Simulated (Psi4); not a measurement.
**B2PLYP/def2-TZVP (density fitting, density fitting for correlation, sweep point 3) run of SO2 (sulfur dioxide)**

Aim: the vertical singlet–triplet gap of SO2 (sulfur dioxide) at B2PLYP/def2-TZVP (density fitting, density fitting for correlation, sweep point 3), from 2 runs. 

Program for the calculation: Psi4 1.11.

4 further runs of the same task are left out: 4 set aside as unsound or not needed.

## Step 1: The molecule

The species is SO2 (3 atoms), meant as a singlet with charge 0. SMILES: `O=S=O`. Geometry: relaxed at PBE0-D4/def2-TZVP.

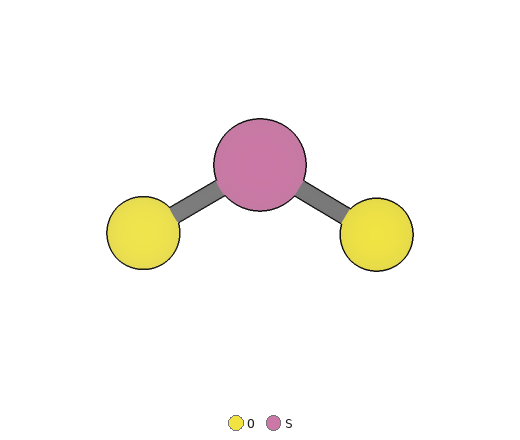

The structure, seen from a chosen angle (oxygen yellow, sulfur pink).

## Step 2: A single-point energy at B2PLYP/def2-TZVP (density fitting, density fitting for correlation, sweep point 3)

o2s.py

```python
import psi4

psi4.set_memory(1600000000)
psi4.set_num_threads(1)
psi4.set_output_file('o2s.out', False)

geom = psi4.geometry("""
0 1
O     -0.974420     0.645900    -0.459510
S      0.269520     0.357380     0.186790
O      0.704900    -1.003280     0.272720
symmetry c1
""")

options = {'basis': 'def2-TZVP', 'reference': 'rks', 'puream': True, 'scf_type': 'df', 'num_frozen_docc': 7, 'dft_radial_points': 35, 'dft_spherical_points': 110}
psi4.set_options(options)

E, wfn = psi4.energy("B2PLYP", return_wfn=True)
print('E =', round(E, 9))
```

Started as:

```console
$ python o2s.py
```

o2s.out:

```text
[...]
  Running in c1 symmetry.
[...]
  Nuclear repulsion =  108.393821834018610
[...]
  Multiplicity = 1
[...]
  Nalpha       = 16
  Nbeta        = 16
[...]
    Number of basis functions: 99
[...]
   @DF-RKS iter   1:  -548.09871703138685    2.65416e-02   7.25000e-03 ADIIS/DIIS
[...]
   @DF-RKS iter   8:  -548.27818243053287   -1.53159e-08   3.20034e-07 DIIS
[...]
    Orbital Energies [Eh]
    ---------------------
    Doubly Occupied:
       1A    -90.348820     2A    -19.787380     3A    -19.787353
       4A     -8.533060     5A     -6.380234     6A     -6.378419
       7A     -6.375196     8A     -1.299685     9A     -1.201573
      10A     -0.734871    11A     -0.582368    12A     -0.579530
      13A     -0.569773    14A     -0.441042    15A     -0.440430
      16A     -0.405367
[...]
  @DF-RKS Final Energy:  -548.27818243053287
   => Energetics <=
    Nuclear Repulsion Energy =            108.3938218340186097
    One-Electron Energy =                -970.9841000342843245
    Two-Electron Energy =                 334.8050765505248023
    DFT Exchange-Correlation Energy =     -20.4929807807920206
    Empirical Dispersion Energy =           0.0000000000000000
    VV10 Nonlocal Energy =                  0.0000000000000000
    Total Energy =                       -548.2781824305328655
[...]
 Multipole Moments:
 ------------------------------------------------------------------------------------
     Multipole            Electronic (a.u.)      Nuclear  (a.u.)        Total (a.u.)
 ------------------------------------------------------------------------------------
 L = 1.  Multiply by 2.5417464519 to convert [e a0] to [Debye]
 Dipole X            :          0.5010018            0.0041056            0.5051074
 Dipole Y            :          0.5517801            0.0045215            0.5563016
 Dipole Z            :         -0.0000000            0.0000000           -0.0000000
 Magnitude           :                                                    0.7514020
[...]
```

Standard output:

```text
E = -548.496939646
```

Wall time 3.6 s (1 thread of Intel Xeon at 2.70GHz, shared host); peak memory 0.24 GiB.

## Step 3: The triplet

run.py

```python
import psi4

psi4.set_memory('1600 MB')
psi4.set_num_threads(1)
psi4.set_output_file('o2s.out', False)

geom = psi4.geometry("""
0 3
O     -0.974420     0.645900    -0.459510
S      0.269520     0.357380     0.186790
O      0.704900    -1.003280     0.272720
symmetry c1
""")

psi4.set_options({
    'basis': 'def2-TZVP',
    'reference': 'uks',
    'puream': True,
    'scf_type': 'df',
    'num_frozen_docc': 7,
    'dft_radial_points': 35,
    'dft_spherical_points': 110,
    'maxiter': 100,
})

e, wfn = psi4.energy('B2PLYP', return_wfn=True)
print(f'total energy {e:.8f} hartree = {e * 27.211386:.5f} eV')
for k, v in sorted(psi4.core.scalar_variables().items()):
    print(f'{k:45s} {v:18.10f}')
```

Started as:

```console
$ python run.py
```

o2s.out:

```text
[...]
  Running in c1 symmetry.
[...]
  Nuclear repulsion =  108.393821834018610
[...]
  Multiplicity = 3
[...]
  Nalpha       = 17
  Nbeta        = 15
[...]
    Number of basis functions: 99
[...]
   @DF-UKS iter   1:  -547.99383707105551    1.31422e-01   6.90835e-03 DIIS/ADIIS
[...]
   @DF-UKS iter  10:  -548.16829004118381   -4.79851e-08   4.99751e-07 DIIS
[...]
   @S^2 Observed:                2.030889198E+00
[...]
    Orbital Energies [Eh]
    ---------------------
    Alpha Occupied:
       1A    -90.326835     2A    -19.806355     3A    -19.806312
       4A     -8.518663     5A     -6.368665     6A     -6.365830
       7A     -6.362246     8A     -1.326465     9A     -1.235795
      10A     -0.779052    11A     -0.615789    12A     -0.611267
      13A     -0.600887    14A     -0.504463    15A     -0.467519
      16A     -0.461755    17A     -0.288963
    Alpha Virtual:
      18A      0.089612    19A      0.102175    20A      0.269345
      21A      0.271924    22A      0.336342    23A      0.366748
      24A      0.384281    25A      0.424543    26A      0.449855
[...]
  @DF-UKS Final Energy:  -548.16829004118381
   => Energetics <=
    Nuclear Repulsion Energy =            108.3938218340186097
    One-Electron Energy =                -970.9182470194589314
    Two-Electron Energy =                 334.8639463932555032
    DFT Exchange-Correlation Energy =     -20.5078112489989230
    Empirical Dispersion Energy =           0.0000000000000000
    VV10 Nonlocal Energy =                  0.0000000000000000
    Total Energy =                       -548.1682900411838091
[...]
 Multipole Moments:
 ------------------------------------------------------------------------------------
     Multipole            Electronic (a.u.)      Nuclear  (a.u.)        Total (a.u.)
 ------------------------------------------------------------------------------------
 L = 1.  Multiply by 2.5417464519 to convert [e a0] to [Debye]
 Dipole X            :          0.4004848            0.0041056            0.4045904
 Dipole Y            :          0.4412055            0.0045215            0.4457270
 Dipole Z            :         -0.0000000            0.0000000           -0.0000000
 Magnitude           :                                                    0.6019684
[...]
```

On the terminal:

```text
total energy -548.37380294 hartree = -14922.01122 eV
B2PLYP DOUBLE-HYBRID CORRECTION ENERGY             -0.2055129022
B2PLYP TOTAL ENERGY                              -548.3738029434
CURRENT ENERGY                                   -548.3738029434
CURRENT REFERENCE ENERGY                         -548.1682900412
DD SOLVATION ENERGY                                 0.0000000000
DFT FUNCTIONAL TOTAL ENERGY                      -548.1682900412
DFT TOTAL ENERGY                                 -548.3738029434
DFT VV10 ENERGY                                     0.0000000000
DFT XC ENERGY                                     -20.5078112490
DOUBLE-HYBRID CORRECTION ENERGY                    -0.2055129022
GRID ELECTRONS ALPHA                               17.0002962051
GRID ELECTRONS BETA                                15.0002393001
GRID ELECTRONS TOTAL                               32.0005355052
NUCLEAR REPULSION ENERGY                          108.3938218340
ONE-ELECTRON ENERGY                              -970.9182470195
PCM POLARIZATION ENERGY                             0.0000000000
PE ENERGY                                           0.0000000000
SCF ITERATION ENERGY                             -548.1682900412
SCF ITERATIONS                                     10.0000000000
SCF TOTAL ENERGY                                 -548.1682900412
TWO-ELECTRON ENERGY                               334.8639463933
XC GRID RADIAL POINTS                              35.0000000000
XC GRID SPHERICAL POINTS                          110.0000000000
XC GRID TOTAL POINTS                            11205.0000000000
```

It took 3.9 s on 1 thread of Intel Xeon at 2.70GHz, shared host; peak memory 0.25 GiB.

## Step 4: What came out

Level: B2PLYP/def2-TZVP (density fitting, density fitting for correlation, sweep point 3), 7 core orbitals frozen.

| quantity | value |
| --- | --- |
| singlet: total energy | -548.49694 Eh |
| singlet: HOMO energy (SCF part's orbitals) | -11.03 eV |
| singlet: LUMO energy (SCF part's orbitals) | -1.98 eV |
| singlet: HOMO–LUMO gap (SCF part's orbitals) | 9.05 eV |
| triplet: total energy | -548.37380 Eh |
| triplet: HOMO energy (SCF part's orbitals) (highest over α and β) | -7.86 eV |
| triplet: LUMO energy (SCF part's orbitals) (lowest over α and β) | -4.81 eV |
| triplet: ⟨S²⟩ | 2.031 |
| vertical energy of the triplet above the singlet | 3.351 eV |

At this shape the triplet lies 3.35 eV (77 kcal/mol) above the singlet.
